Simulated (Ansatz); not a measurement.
Input file:

```
crystal:
  periodic: [false, false, false]
  atoms:
    - { symbol: Ga, position_ang: [-0.352097, -1.394308, 1.291276] }
    - { symbol: "N", position_ang: [0.245462, 1.081965, -0.667012] }
    - { symbol: O, position_ang: [-0.329967, -1.979847, -0.276905] }
    - { symbol: H, position_ang: [0.105601, 0.124738, -1.019658] }
    - { symbol: H, position_ang: [-0.385222, -0.919862, 2.754394] }
    - { symbol: H, position_ang: [1.173194, 1.399574, -0.973187] }
    - { symbol: H, position_ang: [-0.456872, 1.687539, -1.109108] }
basis:
  gaussian: { orbitals: def2-SVP }
hamiltonian:
  xc: revpbe
  dispersion: d4
relax:
  f_tol: 0.03
  max_steps: 50
output:
  orbitals: {}
```

Command:

```sh
ansatz run input.yaml --threads 2 --pin off --max-ram 3072MiB --backend cpu --events-out ev --progress --plain --runs-dir out
```

The fields are those of the relaxed geometry.

Level of theory: Ansatz, RKS revPBE-D4/def2-SVP.

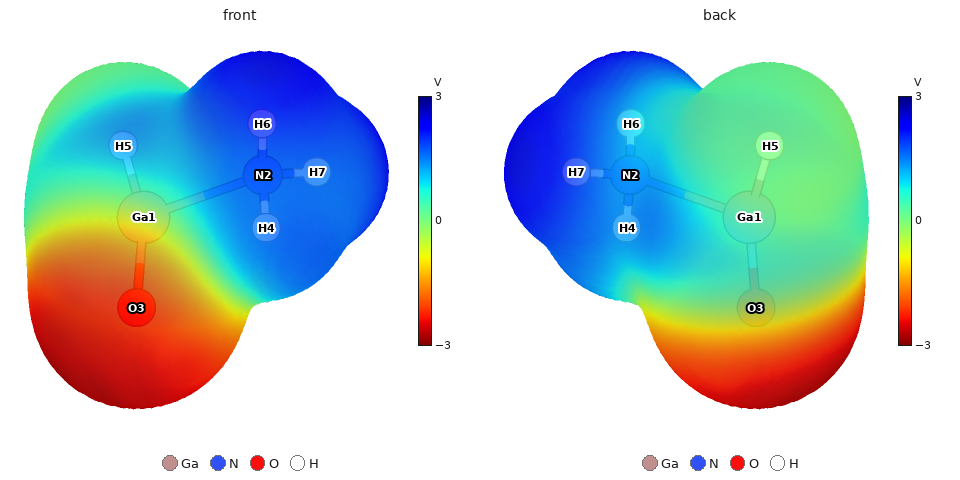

GaH4NO. The molecular electrostatic potential painted on the density surface at 0.002 e/bohr³, seen from the front and from behind; red is negative and blue positive.

Q: Which sites attract a positive test charge, and which a negative one?

A: A positive charge is drawn to the negative regions and a negative charge to the positive ones. The most negative region (about −2.8 V) lies over O3, the most positive (about +2.4 V) over H6 and H7. O3 is the likeliest acceptor of a hydrogen bond.
